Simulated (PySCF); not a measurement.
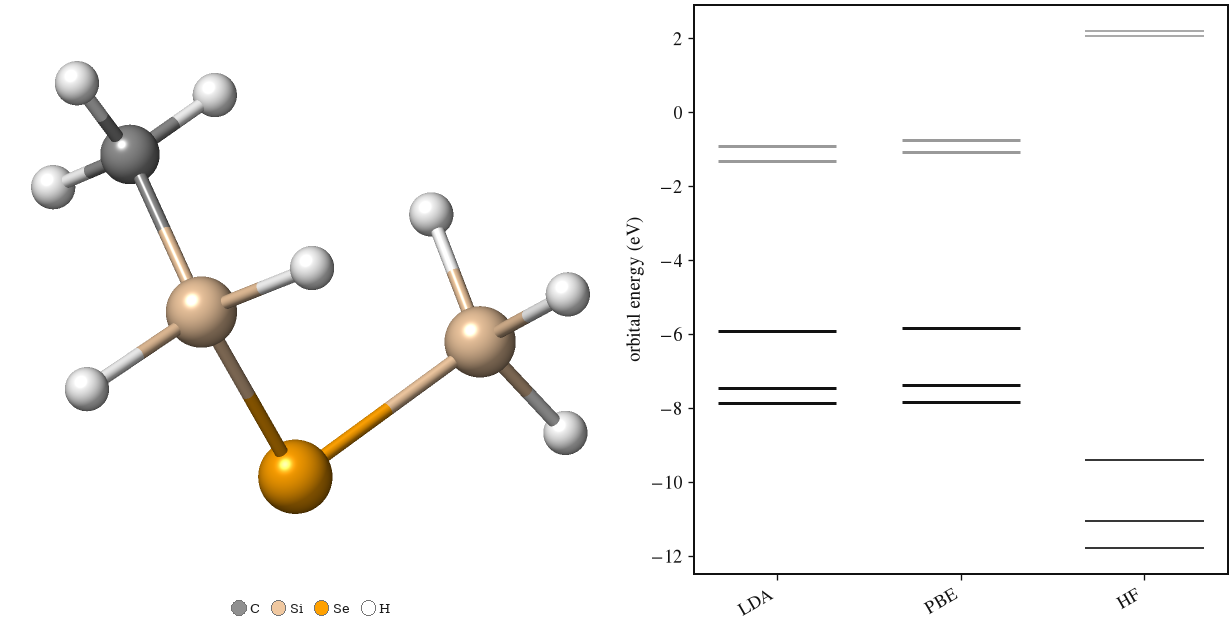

Frontier orbital energies of CH₈SeSi₂, SMILES C[SiH2][Se][SiH3] at one geometry, def2-SVPD, PySCF 2.14.0, at a PBE0-D3(BJ)/def2-SVP geometry (no frequency check). Empty levels are grey, levels within 0.1 eV stand side by side; all columns show the same few orbitals around the gap.

Compare the HOMO-LUMO separations.

The separation grows from 4.61 eV (LDA) to 11.46 eV (HF).

```csv
level,HOMO (eV),LUMO (eV),separation (eV)
LDA,−5.92,−1.31,4.61
PBE,−5.83,−1.08,4.75
HF,−9.41,2.05,11.46
```

Caveats, for all or some of the runs: empty levels above zero depend strongly on the basis; one conformer of a flexible molecule; spin-orbit coupling is left out, and with Se it can shift these levels and split any degenerate set.
